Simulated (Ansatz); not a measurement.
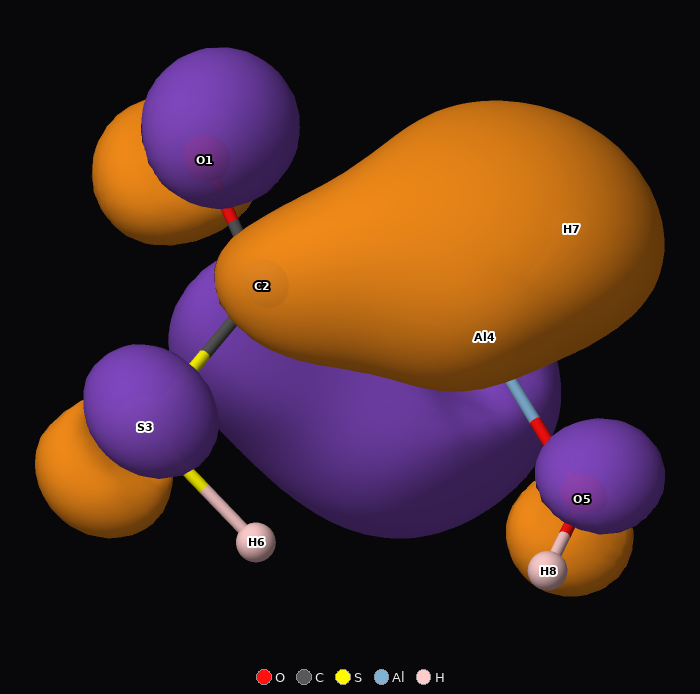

*CH3AlO2S (SMILES O=[C](S)[AlH][OH]). One frontier orbital at ±0.1 Å⁻³ᐟ² (orange and purple are the two phases), seen at a tilt.*

All numbers below come from RKS CAM-B3LYP-D4/cc-pVDZ (Ansatz 0.2.0).

```xyz
8

O     1.5426   -1.3104    1.3157
C     0.8996   -0.4151    0.8286
S     1.0130    1.2581    1.5623
Al   -0.2826   -0.8056   -0.7538
O    -1.4319    0.3495   -1.2837
H     0.1748    1.8427    0.6743
H    -0.1721   -2.1714   -1.5162
H    -1.6514    1.1952   -0.8830
```

Which orbital is it: HOMO or LUMO?

The LUMO, at −0.89 eV. By Hirshfeld shares it lies mainly on Al4 (about 50 %), C2 (about 20 %), O1 (about 15 %) and S3 (about 5 %).
